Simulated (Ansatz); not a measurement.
# AsF3 (arsenic trifluoride) at SVWN5/STO-3G

What is the electronic atomisation energy of AsF3 (arsenic trifluoride) at SVWN5/STO-3G? 

The results are computed with Ansatz 0.2.0.

37 further runs of the same task are left out: 10 that didn't finish, 27 set aside as unsound or not needed.

## 1. Starting point

The species is AsF3 (4 atoms), meant as a singlet with charge 0. As SMILES, `F[As](F)F`. The coordinates come from a PBE0-D4/def2-TZVP relaxation.

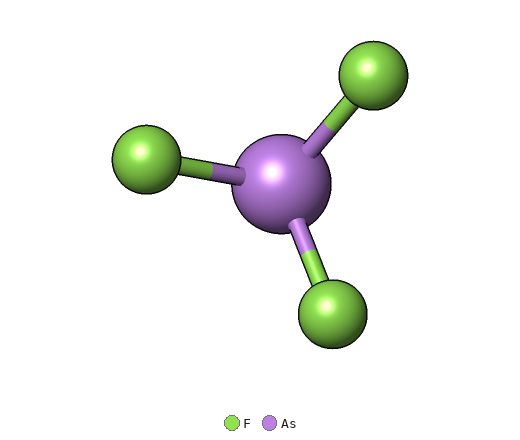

The structure, seen from a chosen angle (fluorine green, arsenic purple).

## 2. A single-point energy at SVWN5/STO-3G

Input file in.yaml:

```yaml
crystal:
  periodic: [false, false, false]
  atoms:
    - {symbol: F, position_ang: [-0.445870, 0.395590, 1.362650]}
    - {symbol: As, position_ang: [-0.461950, -0.457240, -0.125630]}
    - {symbol: F, position_ang: [1.203970, -0.865930, -0.112740]}
    - {symbol: F, position_ang: [-0.296160, 0.927580, -1.124280]}
basis:
  gaussian:
    orbitals: STO-3G
hamiltonian:
  xc: {name: SVWN5}
accuracy: high
```

Launch:

```
$ ansatz run in.yaml --threads 1 --pin off --max-ram 3480MiB --events-out events.jsonl --progress --plain --runs-dir runs
```

The log of the run:

```text
Warning: RAYON_NUM_THREADS=1 ignored (pool sized by the plan → 1); use --threads N
Functional definition: SVWN5
  name "SVWN5"
  exchange = slater_x
  correlation = vwn5_c
564 factors; integrals over basis functions are off by at most 1.6e-8 eV
mean field evaluation 1: about -68035.7214 eV, gradient 1.8e1 eV
mean field evaluation 2: about -68034.4771 eV, gradient 2.6e1 eV
mean field evaluation 4: about -68037.1973 eV, gradient 7.7e-2 eV
mean field evaluation 8: about -68037.1702 eV, gradient 1.3e-3 eV
mean field evaluation 16: about -68037.1702 eV, gradient 4.5e-8 eV
mean field -68037.17023844 eV, -2500.3198890124 hartree, gradient 4.5e-8 eV, S^2 0.000000; 0 other end points of the search recorded, 0 dependent functions left out
reference -68037.17023953 eV, -2500.3198890524 hartree; 30, 30 occupied and 3, 3 virtual orbitals, 564 factors
Total energy: -68037.17023953 eV, -2500.3198890524 hartree
```

It took 0.96 s on 1 thread of Arm Neoverse V2, shared host; peak memory 0.098 GiB.

## 3. The As atom

Input file run.yaml:

```yaml
crystal:
  periodic: [false, false, false]
  atoms:
    - symbol: As
      position_ang: [0.000000, 0.000000, 0.000000]
basis:
  gaussian: {orbitals: STO-3G}
magnetization: {spin_polarized: true, initial_magnetization: 3}
hamiltonian: {xc: {name: SVWN5}}
accuracy: high
```

Run the same way, it converges to -2206.96695 Eh (log not shown).

## 4. The F atom at the same level

Input file molecule.yaml:

```yaml
crystal:
  periodic: [false, false, false]
  atoms:
    - {symbol: F, position_ang: [0.000000, 0.000000, 0.000000]}
basis:
  gaussian:
    orbitals: STO-3G
magnetization:
  spin_polarized: true
  initial_magnetization: 1
hamiltonian:
  xc: {name: SVWN5}
accuracy: high
```

Run the same way, it converges to -97.58875 Eh (log not shown).

## 5. What came out

Level: SVWN5/STO-3G.

| quantity | value |
| --- | --- |
| molecule: total energy | -2500.31989 Eh |
| As atom: total energy | -2206.96695 Eh |
| As atom: ⟨S²⟩ | 3.750 |
| F atom: total energy | -97.58875 Eh |
| F atom: ⟨S²⟩ | 0.750 |
| electronic atomisation energy | 15.964 eV |

**Reading.** Taking the molecule apart into free atoms costs 15.96 eV (368 kcal/mol), before zero-point energy and without spin-orbit coupling. In a minimal basis such a difference can be off by several eV, whatever the method.
